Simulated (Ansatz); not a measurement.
# Σ5 (310) boundary in bcc W: structure and resistance, part 3 of 3

How much does the Σ5 (310) boundary in bcc W reflect electrons?

Ansatz 0.2.0; Ansatz plane-wave DFT, PBE, PAW files; relaxation of a bicrystal slab with its lowest layers held; PAW set soft_1 (the session's first sound run).

So far. Step 3 (Transmission across the boundary): Over the solved energies the transmission per spin lies between 0.895 and 1.02, out of 1.94 channels of the lead on average (up to 2.06). Step 4 (Specific resistance): Averaged over the energies near the Fermi level, 48.7 % of the channels pass, which makes 1.11 fΩ m².

## (5) Single-crystal slab for reference

This step: Ansatz plane-wave DFT, PBE, PAW files; relaxation of a single-crystal slab with its lowest layers held; PAW set soft_1 (Ansatz 0.2.0).

System of this step: W slab, plane (3, 1, 0). The cell holds 19 atoms: 19 W. Cell: a = 5.248 Å, b = 3.165 Å, c = 29.014 Å, α = 90.0°, β = 90.0°, γ = 72.5°. It derives from W. Vacuum lies along c.

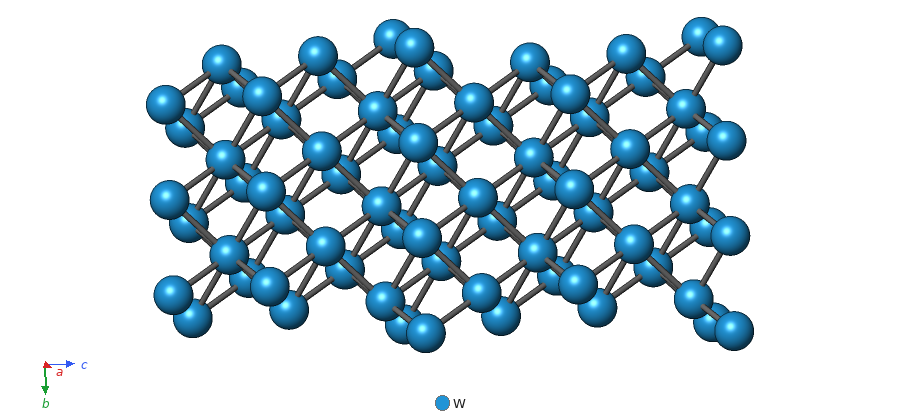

The cell of this step (tungsten blue). 1×3×1 cells are drawn. Some periodic images of atoms are drawn too.

input.yaml reads:

```yaml
crystal:
  lattice:
    - [5.2482270683, 0.0, 0.0]
    - [0.9542231033, 3.0175184024, 0.0]
    - [0.0, 0.0, 29.0143574102]
  atoms:
    - { symbol: W, position: [0.8, 0.6000000001, 0.1723284762] }
    - { symbol: W, position: [0.2, 0.9000000001, 0.2068216624] }
    - { symbol: W, position: [0.6, 0.2000000001, 0.2413148487] }
    - { symbol: W, position: [0.0, 0.5000000001, 0.2758080349] }
    - { symbol: W, position: [0.4, 0.8000000001, 0.3103012212] }
    - { symbol: W, position: [0.8, 0.1000000001, 0.3447944074] }
    - { symbol: W, position: [0.2, 0.4000000001, 0.3792875936] }
    - { symbol: W, position: [0.6, 0.7000000001, 0.4137807799] }
    - { symbol: W, position: [0.0, 1.0e-10, 0.4482739661] }
    - { symbol: W, position: [0.4, 0.3000000001, 0.4827671524] }
    - { symbol: W, position: [0.8, 0.6000000001, 0.5172603386] }
    - { symbol: W, position: [0.2, 0.9, 0.5517535249] }
    - { symbol: W, position: [0.6, 0.2, 0.5862467111] }
    - { symbol: W, position: [0.0, 0.5, 0.6207398974] }
    - { symbol: W, position: [0.4, 0.8, 0.6552330836] }
    - { symbol: W, position: [0.8, 0.1, 0.6897262698] }
    - { symbol: W, position: [0.2, 0.4, 0.7242194561] }
    - { symbol: W, position: [0.6, 0.7, 0.7587126423] }
    - { symbol: W, position: [0.0, 0.0, 0.7932058286] }
kpoints:
  mp_grid: { grid: [8, 8, 1] }
hamiltonian:
  xc: pbe
  pseudopotentials: { kind: paw, azcp: { folder: soft_1 } }
scf:
  occupations: { method: fermi_dirac, width: 0.1 }
relax:
  f_tol: 0.03
  max_steps: 80
  constraints: [{ sites: [0, 1, 2] }]
```

Started as:

```bash
$ ansatz run input.yaml --threads 8 --pin off --max-ram 15360MiB --backend cpu --events-out ev --progress --plain --runs-dir out
```

Numbers of over 12 decimals in the logs are rounded to 6 here.

What it wrote:

```text
Warning: crystal.symmetry: narrowed to the stabiliser of the relax constraints — unitary ops 4 → 2; lowered at sites 0, 1, 2, 16, 17, 18 (the operations that carried what is held of a site onto what its image site leaves free; the constrained walk keeps no symmetry that its constraints do not admit)
[...]
Crystal: 19 atoms, lattice volume = 459.489 Å³
Basis set: ecut = 420 eV, 9053 PW (Γ), exchange–correlation on 72×48×400 points (8 copies of the dense FFT grid, shifted against one another)
Bands: 160, of which v1, the nominal top of the filled ones, is band 133 counted from 1 (132 counted from 0)
Symmetry: 2 space group operations
k-points: 21 of 64 (time reversal used)
[...]
SCF iter   1: F=—  HF=-197333.301871 eV  |F-HF|=—  |Δ(HF+E_count)|=         —  Δρ=5.89e-2  dr2=1.92e2  ethr=3.10e-3  ⟨swp⟩=9.4  Hψ=15557  notcnv=0
[...]
SCF iter   9: F=-197324.726897 eV  HF=-197324.726900 eV  |F-HF|=3.07e-6  |Δ(HF+E_count)|=   6.98e-7  Δρ=1.94e-5  dr2=7.11e-6  ethr=8.46e-9  ⟨swp⟩=3.8  Hψ=12224  notcnv=0
SCF 1 converged in 9 iterations: F = -197324.726897 eV  dr2 = 7.11e-6
[...]
relax step   1: F+E_penalty+E_count = -197324.72689720 eV  Δ(F+E_penalty+E_count) = +0.000e0 eV  max|allowed force component| = 1.938e0 eV/Å  Δτ_max = 0.0000 Å  (9 SCF iters, dr2 threshold 2.25e-5 eV, accepted)
[...]
SCF iter   1: F=—  HF=-197324.991787 eV  |F-HF|=—  |Δ(HF+E_count)|=         —  Δρ=9.16e-3  dr2=1.83e0  ethr=5.52e-4  ⟨swp⟩=2.0  Hψ=11631  notcnv=0
eigensolver tolerance schedule calibrated: the retry pair's looser diagonalisation under-reported the residual by θ = 0.20 (0.27/decade); ethr = c·dr2/N_el runs at the constant in force after the calibration composes with the one it found (an armed cap, an earlier calibration), c = 1.4e-2
[...]
SCF iter   2: F=—  HF=-197324.951851 eV  |F-HF|=—  |Δ(HF+E_count)|=   3.99e-2  Δρ=4.12e-3  dr2=3.12e-1  ethr=9.72e-5  ⟨swp⟩=4.0  Hψ=8373  notcnv=0
[...]
SCF iter   6: F=-197324.902820 eV  HF=-197324.902831 eV  |F-HF|=1.06e-5  |Δ(HF+E_count)|=   3.58e-5  Δρ=4.99e-5  dr2=2.27e-5  ethr=5.30e-9  ⟨swp⟩=2.7  Hψ=13147  notcnv=0
SCF 2 converged in 6 iterations: F = -197324.902820 eV  dr2 = 2.27e-5
[...]
relax step   2: F+E_penalty+E_count = -197324.90282012 eV  Δ(F+E_penalty+E_count) = -1.759e-1 eV  max|allowed force component| = 1.299e0 eV/Å  Δτ_max = 0.1950 Å  (6 SCF iters, dr2 threshold 1.00e-4 eV, accepted)
[...]
SCF iter   6: F=-197324.983395 eV  HF=-197324.983414 eV  |F-HF|=1.83e-5  |Δ(HF+E_count)|=   4.74e-6  Δρ=5.59e-5  dr2=3.74e-5  ethr=3.76e-8  ⟨swp⟩=2.8  Hψ=13581  notcnv=0
SCF 3 converged in 6 iterations: F = -197324.983395 eV  dr2 = 3.74e-5
relax step   3: F+E_penalty+E_count = -197324.98339519 eV  Δ(F+E_penalty+E_count) = -8.058e-2 eV  max|allowed force component| = 1.883e-1 eV/Å  Δτ_max = 0.1715 Å  (6 SCF iters, dr2 threshold 1.00e-4 eV, accepted)
[...]
relax step   4: F+E_penalty+E_count = -197324.99208043 eV  Δ(F+E_penalty+E_count) = -8.685e-3 eV  max|allowed force component| = 4.410e-2 eV/Å  Δτ_max = 0.0440 Å  (6 SCF iters, dr2 threshold 2.22e-6 eV, accepted)
SCF iter   1: F=—  HF=-197324.993484 eV  |F-HF|=—  |Δ(HF+E_count)|=         —  Δρ=8.08e-4  dr2=9.69e-3  ethr=4.18e-5  ⟨swp⟩=2.5  Hψ=5360  notcnv=0
[...]
SCF iter   7: F=-197324.992913 eV  HF=-197324.992913 eV  |F-HF|=8.44e-10  |Δ(HF+E_count)|=   1.05e-9  Δρ=9.68e-7  dr2=6.73e-9  ethr=3.76e-11  ⟨swp⟩=5.2  Hψ=10809  notcnv=0
SCF 5 converged in 7 iterations: F = -197324.992913 eV  dr2 = 6.73e-9
relax step   5: F+E_penalty+E_count = -197324.99291334 eV  Δ(F+E_penalty+E_count) = -8.329e-4 eV  max|allowed force component| = 1.532e-2 eV/Å  Δτ_max = 0.0109 Å  (7 SCF iters, accepted)
SCF converged after 7 iterations
Free energy (F): -197324.992913 eV
[...]
Internal energy: -197324.611929 eV  (E = F + TS)
E sigma→0 (E₀):  -197324.802421 eV
Entropy (-TS):   -0.380985 eV (-20.052 meV/atom)
Fermi energy:    13.346371 eV
[...]
--- Forces (eV/Å), atoms counted from 1 ---
  atom   1  W      0.35414989    -0.11199203     1.90445850
  atom   2  W     -0.52092169     0.16472990    -0.74811665
  atom   3  W      0.17042792    -0.05389404    -1.14870251
  atom   4  W     -0.00329163     0.00104091     0.00316838
  atom   5  W     -0.00193376     0.00061151     0.00136023
  atom   6  W     -0.00186645     0.00059022    -0.00075498
  atom   7  W      0.00188939    -0.00059748    -0.00064543
  atom   8  W      0.00450151    -0.00142350    -0.00235759
  atom   9  W      0.00059435    -0.00018795    -0.00091877
  atom  10  W      0.00249673    -0.00078954    -0.00054420
  atom  11  W     -0.00056917     0.00017999    -0.00186881
  atom  12  W     -0.00184920     0.00058477     0.00045614
  atom  13  W     -0.00559593     0.00176959    -0.00381859
  atom  14  W      0.00356084    -0.00112604    -0.00261695
  atom  15  W      0.00187197    -0.00059197     0.00371325
  atom  16  W      0.01531592    -0.00484332    -0.00682619
  atom  17  W     -0.01049780     0.00331970    -0.00623243
  atom  18  W     -0.00438328     0.00138612     0.00793466
  atom  19  W     -0.00390749     0.00123566     0.00226834
  max |Σ_I F_I| component: 4.36e-5 eV/Å
--- Relaxed structure (5 steps of the walk, 5 accepted, 0 SCFs on fresh bases) ---
  F+E_penalty+E_count = -197324.99291334 eV   max|allowed force component| = 1.532e-2 eV/Å
  atoms:
    - { symbol: W, position: [0.8, 0.600000, 0.172328] }
    - { symbol: W, position: [0.200000, 0.900000, 0.206822] }
    - { symbol: W, position: [0.600000, 0.200000, 0.241315] }
    - { symbol: W, position: [0.00324482, 0.498378, 0.275168] }
    - { symbol: W, position: [0.405663, 0.797168, 0.310737] }
    - { symbol: W, position: [0.804415, 0.097793, 0.345429] }
    - { symbol: W, position: [0.202354, 0.398823, 0.380120] }
    - { symbol: W, position: [0.602295, 0.698853, 0.415016] }
    - { symbol: W, position: [0.00212692, -0.00106346, 0.450055] }
    - { symbol: W, position: [0.402081, 0.298959, 0.484877] }
    - { symbol: W, position: [0.802339, 0.598831, 0.519751] }
    - { symbol: W, position: [0.202107, 0.898946, 0.554750] }
    - { symbol: W, position: [0.601903, 0.199048, 0.589521] }
    - { symbol: W, position: [0.000798168, 0.499601, 0.624356] }
    - { symbol: W, position: [0.398903, 0.800549, 0.659282] }
    - { symbol: W, position: [0.800082, 0.099959, 0.693760] }
    - { symbol: W, position: [0.204462, 0.397769, 0.729467] }
    - { symbol: W, position: [0.610885, 0.694558, 0.763911] }
    - { symbol: W, position: [-0.00908446, 0.00454223, 0.791981] }
```

Wall time 3.7 min (8 threads of Arm Neoverse N1, shared host); peak memory 3.1 GiB; 29 min of CPU time.

Relaxation path:

```csv
step,energy less that of the first step (eV),largest force component (eV/Å)
1,0.0000,1.9382
2,-0.1759,1.2986
3,-0.2565,0.1883
4,-0.2652,0.0441
5,-0.2660,0.0153
```

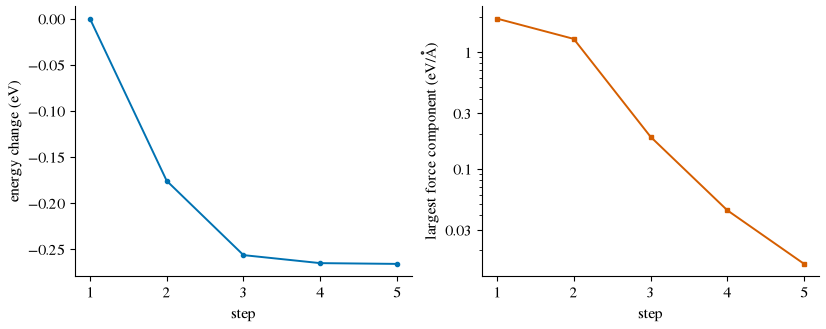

Energy and largest force along the relaxation.

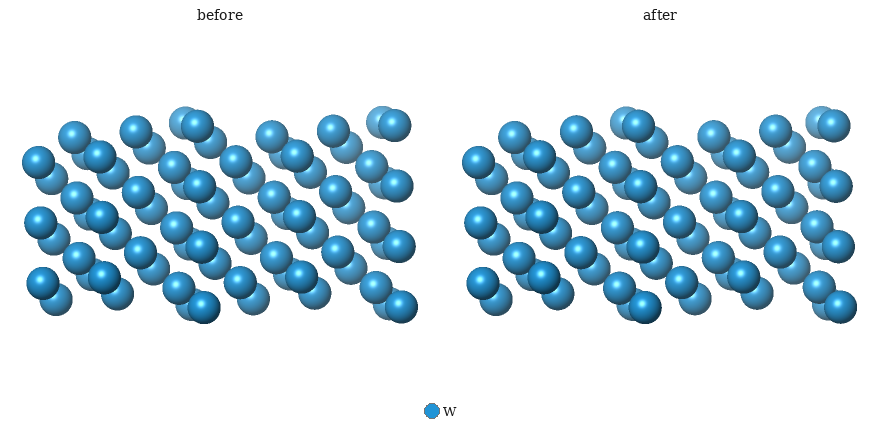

The structure before and after the relaxation, drawn at the same scale.

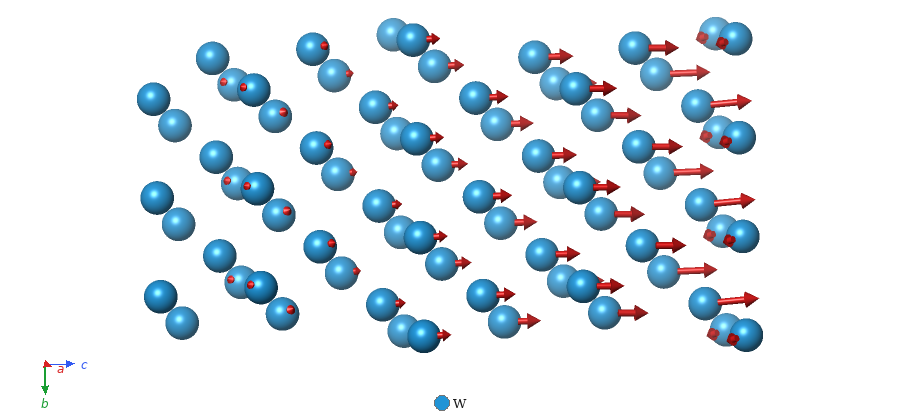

Displacements in the relaxation, exaggerated; the longest in the cell stands for 0.16 Å. 1×3×1 cells are drawn. Some periodic images of atoms are drawn too.

The atoms that moved most (Å):

```csv
atom,dx,dy,dz,length
W18,0.052,-0.016,0.151,0.160
W17,0.021,-0.007,0.152,0.154
W15,-0.005,0.002,0.117,0.118
W16,0.000,0.000,0.117,0.117
W14,0.004,-0.001,0.105,0.105
W13,0.009,-0.003,0.095,0.095
W12,0.010,-0.003,0.087,0.088
W11,0.011,-0.004,0.072,0.073
```

Final coordinates:

```
W
1.0
     5.24823    0.00000    0.00000
     0.95422    3.01752    0.00000
     0.00000    0.00000   29.01436
W
19
Direct
  0.80000 0.60000 0.17233
  0.20000 0.90000 0.20682
  0.60000 0.20000 0.24131
  0.00324 0.49838 0.27517
  0.40566 0.79717 0.31074
  0.80441 0.09779 0.34543
  0.20235 0.39882 0.38012
  0.60229 0.69885 0.41502
  0.00213 0.99894 0.45005
  0.40208 0.29896 0.48488
  0.80234 0.59883 0.51975
  0.20211 0.89895 0.55475
  0.60190 0.19905 0.58952
  0.00080 0.49960 0.62436
  0.39890 0.80055 0.65928
  0.80008 0.09996 0.69376
  0.20446 0.39777 0.72947
  0.61088 0.69456 0.76391
  0.99092 0.00454 0.79198
```

This step gave:

```yaml
free_energy: -197324.9929 eV
energy_at_zero_smearing: -197324.8024 eV
fermi_energy: 13.35 eV
```

The largest force component on a free atom ends at 0.015 eV/Å, under the tolerance of 0.03, after 5 steps.

## (6) Bulk reference

This step: Ansatz plane-wave DFT, PBE, PAW files; bulk reference; PAW set soft_1 (Ansatz 0.2.0).

System of this step: W. The structure is cubic, space group Im-3m (No. 229). The conventional cell has a = 3.165 Å, b = 3.165 Å, c = 3.165 Å, α = 90.00°, β = 90.00°, γ = 90.00°. W has 8 W at 2.74 Å nearest.

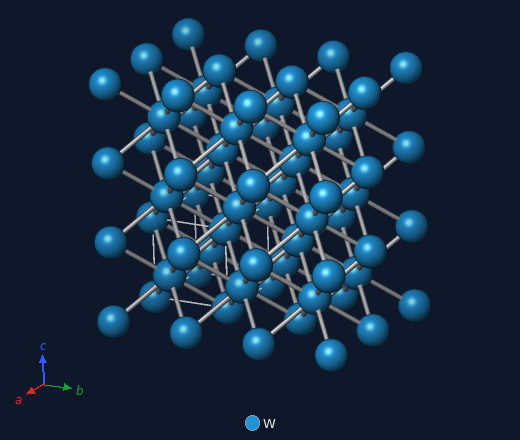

The cell of this step (tungsten blue). 2×3×3 conventional cells are drawn. Some periodic images of atoms are drawn too.

input.yaml, the sections that differ from step 5:

```yaml
crystal:
  lattice:
    - [-1.5824, 1.5824, 1.5824]
    - [1.5824, -1.5824, 1.5824]
    - [1.5824, 1.5824, -1.5824]
  atoms:
    - { symbol: W, position: [0.0, 0.0, 0.0] }
kpoints:
  mp_grid: { grid: [19, 19, 19] }
# hamiltonian, scf: as in step 5
# relax: removed
```

What it wrote:

```text
[...]
Crystal: 1 atoms, lattice volume = 15.849 Å³
Basis set: ecut = 420 eV, 321 PW (Γ)
Bands: 11, of which v1, the nominal top of the filled ones, is band 7 counted from 1 (6 counted from 0)
Symmetry: 48 space group operations
[...]
k-points: 220 of 6859
[...]
SCF iter   1: F=—  HF=-10386.114845 eV  |F-HF|=—  |Δ(HF+E_count)|=         —  Δρ=6.30e-2  dr2=5.37e-1  ethr=3.10e-3  ⟨swp⟩=5.0  Hψ=12597  notcnv=0
[...]
SCF iter   6: F=-10385.924644 eV  HF=-10385.924644 eV  |F-HF|=9.30e-10  |Δ(HF+E_count)|=   1.48e-8  Δρ=3.40e-6  dr2=1.25e-9  ethr=6.35e-10  ⟨swp⟩=1.0  Hψ=6463  notcnv=0
SCF 1 converged in 6 iterations: F = -10385.924644 eV  dr2 = 1.25e-9
[...]
SCF converged after 6 iterations
Free energy (F): -10385.924644 eV
[...]
Internal energy: -10385.910479 eV  (E = F + TS)
E sigma→0 (E₀):  -10385.917561 eV
Entropy (-TS):   -0.014165 eV (-14.165 meV/atom)
Fermi energy:    22.404939 eV
[...]
```

Wall time 0.68 s (8 threads); peak memory 0.29 GiB.

This step gave:

```
free energy             : -10385.9246 eV
energy at zero smearing : -10385.9176 eV
Fermi energy            : 22.40 eV
```

## (7) Boundary energy

This step: Ansatz plane-wave DFT, PBE, PAW files; bicrystal less single-crystal slab less bulk atoms, a boundary area; PAW set soft_1 (Ansatz 0.2.0).

This step gave:

| Quantity | Value |
| --- | --- |
| excess energy of the cell | 2.252 eV |
| boundary energy | 2.278 J/m² |

The boundary costs 2.3 J/m².

By hand: 2.25 eV / 15.84 Å² × 16.02 = 2.28 J/m².

## (8) Results

| Item | Value |
| --- | --- |
| specific resistance of the boundary | 1.11 fΩ m² |
| share of channels that pass | 0.487 |
| boundary energy | 2.28 J/m² |

In words: The boundary has a specific resistance of 1.1 fΩ m² and an energy of 2.3 J/m². The boundary reflects 51 % of the channels; 1.1 fΩ m² is 11×10⁻¹² Ω·cm². That equals the resistance of 20 nm of bulk W at 300 K (measured 5.44 µΩ cm, CRC Handbook of Chemistry and Physics, 84th ed., 2003, Electrical Resistivity of Pure Metals). One starting structure was relaxed; another shift or atom count at the boundary may lie lower. Spin-orbit coupling is left out, which matters for W.

[Logs are printed without paths, hosts, clocks, repeated set-up lines and the standing remarks that a program may print on its own settings, such as how far it seeks lower states.]

[Hosts, paths, dates, database ids (printed as entryN), source tags and the programs' standing remarks are cut or masked in the printed files.]
